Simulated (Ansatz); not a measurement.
# Geometry relaxation of GeNH7 (part 2 of 2)

The same run, continued: GeNH7; RHF/def2-SVP (Ansatz 0.2.0). The input holds or restrains some coordinates. Forces given for the steps count only the free coordinates. It belongs to a series of runs on one base structure; here: pulled along the bonds that form and break, towards end B.

Geometry of the input (Å):
```
Ge 0.0000  0.0000  0.0000
H  0.0000  0.0000  1.9000
H  1.4616  0.0000  -0.5162
H  -0.7300  1.2648  -0.5162
H  -0.7300  -1.2648  -0.5162
N  -2.0973  0.0000  0.6969
H  -2.8173  -0.6071  0.2106
H  -2.3831  0.6071  1.5174
H  -1.0245  0.0000  1.8310
```

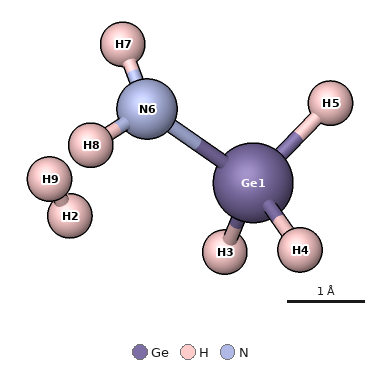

The geometry at step 13 of the log (ball-and-stick view, seen at a tilt; atoms are numbered from 1 in the order of the input).

**Trajectory as extended XYZ, continued**
```
9
Properties=species:S:1:pos:R:3:forces:R:3 step=4 energy=-58054.10180
Ge   -0.3550    0.0159   -0.3241   -1.2392   0.2219   0.1716
H     0.0054    0.0076    2.3845    3.1437   0.2683   1.2385
H     1.2993   -0.0171   -0.3583   -1.2992  -0.1103   1.2135
H    -0.6504    1.4448   -0.7054    0.6975   0.4562  -1.3082
H    -0.7017   -1.4064   -0.7204    0.2256  -0.1897  -1.3336
N    -2.1083    0.0843    0.5034    0.2579   0.1256   1.3231
H    -2.7716   -0.6428    0.2696    0.5696  -0.0850   0.3541
H    -2.3942    0.5564    1.3712    0.3066  -0.3586  -1.1331
H    -0.6442   -0.0427    2.1868   -2.6626  -0.3284  -0.5259
9
Properties=species:S:1:pos:R:3:forces:R:3 step=5 energy=-58055.04479
Ge   -0.4272    0.0344   -0.3307   -0.8479   0.1214  -0.2103
H     0.0550    0.0153    2.4019    2.1231   0.2556   0.8063
H     1.1786   -0.0288   -0.2057   -0.9780  -0.0562   1.1460
H    -0.5782    1.4666   -0.8523    0.3017  -0.1099  -0.9327
H    -0.6827   -1.3865   -0.8658    0.0271   0.3266  -0.9835
N    -2.1033    0.0688    0.5411    0.6002  -0.3463   0.2029
H    -2.7424   -0.6784    0.3247    0.3705  -0.0473   0.2404
H    -2.3997    0.5725    1.3552    0.1205   0.1567  -0.1616
H    -0.6206   -0.0639    2.2390   -1.7171  -0.3005  -0.1074
9
Properties=species:S:1:pos:R:3:forces:R:3 step=6 energy=-58055.62938
Ge   -0.4379    0.0526   -0.3822   -1.0066   0.1761   0.2165
H     0.0204   -0.0501    2.3575    1.4364   0.0437   0.5059
H     1.1209   -0.0245   -0.0755   -0.9001  -0.0084   0.8343
H    -0.5630    1.4388   -1.0064    0.2276  -0.0737  -0.7383
H    -0.6857   -1.3157   -1.0179    0.0198   0.1878  -0.7654
N    -2.0773    0.0831    0.5587    0.5058  -0.6583  -0.3338
H    -2.6436   -0.7529    0.4818    0.4207   0.3383   0.2023
H    -2.3604    0.6349    1.3465    0.2223   0.1067  -0.1852
H    -0.6941   -0.0663    2.3448   -0.9257  -0.1122   0.2636
9
Properties=species:S:1:pos:R:3:forces:R:3 step=7 energy=-58056.04612
Ge   -0.4680    0.0610   -0.3884   -0.8998   0.1018  -0.0717
H     0.0483   -0.0533    2.3312    1.1384   0.0387   0.4507
H     1.0208   -0.0252    0.0917   -0.6722   0.0107   0.5268
H    -0.5371    1.4092   -1.1205    0.1581  -0.1878  -0.3732
H    -0.6843   -1.2640   -1.1378    0.0617   0.2648  -0.4244
N    -2.0628    0.0651    0.5836    0.4424  -0.5494  -0.5429
H    -2.6248   -0.7707    0.5249    0.2716   0.2862   0.1580
H    -2.3421    0.6486    1.3452    0.1603   0.1359  -0.0818
H    -0.6706   -0.0709    2.3774   -0.6605  -0.1009   0.3585
9
Properties=species:S:1:pos:R:3:forces:R:3 step=8 energy=-58056.26569
Ge   -0.4947    0.0625   -0.4092   -1.0200   0.1298   0.1045
H     0.0711   -0.0719    2.3000    1.4168   0.0643   0.4248
H     0.9006   -0.0024    0.2497   -0.3038  -0.0389   0.1976
H    -0.5010    1.3794   -1.2008    0.0135  -0.1270  -0.1639
H    -0.6578   -1.2159   -1.2429    0.0477   0.1443  -0.1910
N    -2.0616    0.0473    0.6069    0.6750  -0.2560  -0.8818
H    -2.5966   -0.8015    0.6355    0.0844   0.1803   0.1194
H    -2.3429    0.7167    1.2932    0.0863   0.0347  -0.0596
H    -0.6377   -0.1143    2.3749   -1.0000  -0.1315   0.4500
9
Properties=species:S:1:pos:R:3:forces:R:3 step=9 energy=-58056.31954
Ge   -0.5038    0.0658   -0.4226   -1.1723  -0.0271   0.0062
H     0.0527   -0.0809    2.2873    1.5427   0.1747   0.4467
H     0.8213    0.0128    0.3429   -0.0118  -0.0365   0.0073
H    -0.4984    1.3595   -1.2506   -0.0351  -0.0231   0.0177
H    -0.6235   -1.1670   -1.3284    0.0829   0.0218  -0.0152
N    -2.0652    0.0382    0.6017    0.6824   0.0007  -1.0670
H    -2.5336   -0.8197    0.8245    0.1162   0.1229   0.0125
H    -2.3277    0.7994    1.1907   -0.0425   0.0212   0.0916
H    -0.6424   -0.2081    2.3618   -1.1624  -0.2545   0.5004
9
Properties=species:S:1:pos:R:3:forces:R:3 step=10 energy=-58056.27718 accepted=F
Ge   -0.5092    0.0716   -0.4462   -1.1660  -0.0571   0.1517
H     0.0445   -0.2727    2.2544   -1.5767   0.5231   0.9992
H     0.7914    0.0220    0.3585    0.0706  -0.0179  -0.0588
H    -0.5150    1.3593   -1.2770   -0.0330   0.0502   0.0449
H    -0.5840   -1.1441   -1.3767    0.0229  -0.0367   0.0329
N    -2.0690    0.0372    0.5888    0.2473  -0.4643  -0.8593
H    -2.4592   -0.8432    0.9253    0.4382   0.8603  -0.2405
H    -2.3148    0.8218    1.1643   -0.0044  -0.2023  -0.0526
H    -0.7054   -0.0519    2.4159    2.0010  -0.6552  -0.0175
9
Properties=species:S:1:pos:R:3:forces:R:3 step=11 energy=-58056.34731 accepted=F
Ge   -0.5073    0.0676   -0.4356   -1.1468  -0.0132   0.1047
H     0.0435   -0.1741    2.2714    0.5244  -0.0533   0.5448
H     0.8083    0.0114    0.3458    0.0202  -0.0106  -0.0109
H    -0.5121    1.3591   -1.2618   -0.0149   0.0219   0.0156
H    -0.5965   -1.1570   -1.3528    0.0200  -0.0167  -0.0015
N    -2.0699    0.0423    0.5918    0.5057  -0.1020  -1.0133
H    -2.4897   -0.8279    0.8759    0.2062   0.3158  -0.0344
H    -2.3171    0.8086    1.1867    0.0060  -0.0876  -0.0115
H    -0.6797   -0.1302    2.3860   -0.1208  -0.0544   0.4066
9
Properties=species:S:1:pos:R:3:forces:R:3 step=12 energy=-58056.33353
Ge   -0.5075    0.0653   -0.4291   -1.1342   0.0031   0.0504
H     0.0473   -0.1263    2.2792    1.3096   0.0135   0.4509
H     0.8116    0.0071    0.3456    0.0114  -0.0106   0.0014
H    -0.5087    1.3588   -1.2544   -0.0141  -0.0013   0.0134
H    -0.6018   -1.1629   -1.3426    0.0204   0.0038  -0.0036
N    -2.0709    0.0428    0.5945    0.6631   0.1395  -1.0688
H    -2.5076   -0.8197    0.8514    0.0579   0.0154   0.0543
H    -2.3213    0.8030    1.1946    0.0093  -0.0552   0.0021
H    -0.6616   -0.1679    2.3681   -0.9233  -0.1082   0.5000
9
Properties=species:S:1:pos:R:3:forces:R:3 step=13 energy=-58056.34103
Ge   -0.5110    0.0670   -0.4335   -1.0613   0.0418  -0.0264
H     0.0191   -0.1569    2.2765    1.3585  -0.0269   0.4513
H     0.8061    0.0126    0.3473    0.0007  -0.0059  -0.0014
H    -0.5167    1.3597   -1.2599   -0.0061  -0.0019   0.0172
H    -0.5907   -1.1600   -1.3510    0.0114   0.0046   0.0198
N    -2.0870    0.0534    0.5725    0.5697  -0.0152  -0.9949
H    -2.4406   -0.8166    0.9256    0.0839   0.1151   0.0088
H    -2.3094    0.8202    1.1760    0.0187  -0.0291   0.0109
H    -0.6905   -0.1794    2.3536   -0.9756  -0.0825   0.5146
9
Properties=species:S:1:pos:R:3:forces:R:3 step=14 energy=-58056.33531
Ge   -0.5151    0.0724   -0.4492   -0.9818   0.0692  -0.0588
H    -0.0417   -0.2014    2.2664    1.5925  -0.0913   0.3774
H     0.8006    0.0232    0.3375   -0.0122   0.0011   0.0156
H    -0.5261    1.3650   -1.2751   -0.0033  -0.0132   0.0057
H    -0.5832   -1.1594   -1.3610    0.0146   0.0139   0.0156
N    -2.1006    0.0606    0.5473    0.4249  -0.3853  -0.6261
H    -2.3302   -0.8038    1.0222    0.0987   0.4219  -0.2706
H    -2.2800    0.8348    1.1592    0.0347   0.0135  -0.0583
H    -0.7443   -0.1914    2.3601   -1.1681  -0.0298   0.5995
9
Properties=species:S:1:pos:R:3:forces:R:3 step=15 energy=-58056.34051
Ge   -0.5161    0.0863   -0.4455   -1.0263   0.0638   0.0249
H    -0.0317   -0.2968    2.2542    1.5710  -0.1924   0.3779
H     0.7925    0.1195    0.3522    0.0115   0.0048  -0.0025
H    -0.5604    1.3375   -1.3295   -0.0044   0.0001  -0.0224
H    -0.5441   -1.1894   -1.2964    0.0066   0.0116   0.0189
N    -2.1005    0.0839    0.5562    0.6251   0.1080  -1.0041
H    -2.3518   -0.7665    1.0212   -0.0041  -0.0005   0.0137
H    -2.2752    0.8733    1.1482   -0.0207  -0.0104   0.0107
H    -0.7333   -0.2479    2.3467   -1.1587   0.0150   0.5829
9
Properties=species:S:1:pos:R:3:forces:R:3 step=16 energy=-58056.36692
Ge   -0.5183    0.1226   -0.4303   -0.9395   0.0322  -0.0825
H    -0.0111   -0.4422    2.2432    1.2883  -0.1812   0.4094
H     0.7860    0.3001    0.3730   -0.1408   0.0419  -0.0926
H    -0.6204    1.2774   -1.4501    0.0239  -0.1441   0.1305
H    -0.4718   -1.2386   -1.1578   -0.0033   0.1703   0.1236
N    -2.1109    0.1408    0.5637    0.8469   0.5787  -1.2008
H    -2.3624   -0.6847    1.0550   -0.1179  -0.3136   0.2212
H    -2.2873    0.9608    1.1146   -0.0588  -0.1042   0.0307
H    -0.7245   -0.4362    2.2961   -0.8988  -0.0799   0.4605
9
Properties=species:S:1:pos:R:3:forces:R:3 step=17 energy=-58056.38894
Ge   -0.5176    0.1376   -0.4221   -0.8901   0.0683  -0.0508
H    -0.0097   -0.5964    2.2104    0.6787  -0.2921   0.4345
H     0.7795    0.3948    0.3742   -0.1671   0.0048  -0.0881
H    -0.6374    1.2470   -1.4902    0.0027  -0.1637   0.1196
H    -0.4393   -1.2567   -1.0826    0.0025   0.1996   0.1182
N    -2.1107    0.1612    0.5692    0.8426   0.6399  -1.1865
H    -2.3687   -0.6593    1.0632   -0.1219  -0.3477   0.2392
H    -2.3043    0.9874    1.1045   -0.0607  -0.0903   0.0204
H    -0.7122   -0.4157    2.2807   -0.2868  -0.0188   0.3935
9
Properties=species:S:1:pos:R:3:forces:R:3 step=18 energy=-58056.40094
Ge   -0.5130    0.1695   -0.4012   -0.9372   0.1552   0.1373
H    -0.0037   -0.7807    2.1502    1.2957  -0.5333   0.3377
H     0.7439    0.5708    0.3916   -0.0574   0.0136  -0.0758
H    -0.6739    1.1593   -1.5710   -0.0026  -0.0999   0.0813
H    -0.3592   -1.2713   -0.9226   -0.0065   0.1415   0.0905
N    -2.1046    0.2205    0.5890    0.5754   0.3660  -0.8598
H    -2.3358   -0.5639    1.1639   -0.0739   0.0313  -0.0264
H    -2.3827    1.0868    1.0209    0.0766  -0.2431  -0.0830
H    -0.6917   -0.5909    2.1865   -0.8700   0.1687   0.3981
9
Properties=species:S:1:pos:R:3:forces:R:3 step=19 energy=-58056.43687 accepted=F
Ge   -0.5057    0.1903   -0.3648   -0.9364   0.1517  -0.0704
H    -0.0007   -0.9657    2.1053    0.2513  -0.2441   0.3413
H     0.7479    0.6905    0.3826   -0.1709  -0.0198  -0.0230
H    -0.7016    1.0944   -1.6023    0.0443  -0.1246   0.1195
H    -0.3097   -1.2788   -0.7907   -0.0063   0.1949   0.0872
N    -2.1123    0.2553    0.5977    0.6474   0.1922  -0.6533
H    -2.4082   -0.5374    1.1356    0.0523   0.1275  -0.0815
H    -2.4070    1.1187    1.0182    0.0335  -0.1392  -0.0512
H    -0.6233   -0.5674    2.1257    0.0849  -0.1386   0.3316
9
Properties=species:S:1:pos:R:3:forces:R:3 step=20 energy=-58056.41314
Ge   -0.5096    0.1841   -0.3875   -0.9707   0.1718   0.1842
H    -0.0009   -0.8591    2.1229    1.3928  -0.6384   0.3242
H     0.7322    0.6586    0.3846   -0.0366   0.0113  -0.0324
H    -0.6896    1.1052   -1.6057    0.0005  -0.0529   0.0356
H    -0.3227   -1.2733   -0.8347   -0.0048   0.0800   0.0598
N    -2.1003    0.2492    0.6013    0.6009   0.2501  -0.8761
H    -2.3757   -0.5434    1.1447   -0.0313   0.0267  -0.0270
H    -2.3785    1.1102    1.0360    0.0343  -0.1135  -0.0298
H    -0.6755   -0.6315    2.1458   -0.9852   0.2648   0.3614
9
Properties=species:S:1:pos:R:3:forces:R:3 step=21 energy=-58056.42193
Ge   -0.5086    0.2001   -0.3770   -0.9810   0.1821   0.2089
H    -0.0056   -0.9343    2.0922    1.4370  -0.7394   0.3135
H     0.7123    0.7498    0.3759   -0.0238   0.0111  -0.0055
H    -0.6998    1.0424   -1.6478   -0.0001  -0.0245   0.0184
H    -0.2861   -1.2718   -0.7417   -0.0024   0.0346   0.0264
N    -2.0974    0.2791    0.6125    0.6224   0.1843  -0.8837
H    -2.4146   -0.5284    1.1090   -0.0096   0.0229  -0.0197
H    -2.3577    1.1277    1.0770    0.0058  -0.0363   0.0029
H    -0.6631   -0.6645    2.1072   -1.0483   0.3654   0.3389
```

**Key numbers**

| quantity | value |
| --- | --- |
| outcome | converged under the restraints of the input |
| total energy | −58056.4219 eV |
| mean-field energy | −58056.4219 eV |
| largest force (length of the vector) at the end, held atoms and coordinates included | 1.646 eV/Å |
| hardware | 1 thread of Arm Neoverse V2, 24 GiB of memory available, shared host |
| wall time | 26 s |
| peak memory | 0.15 GiB |
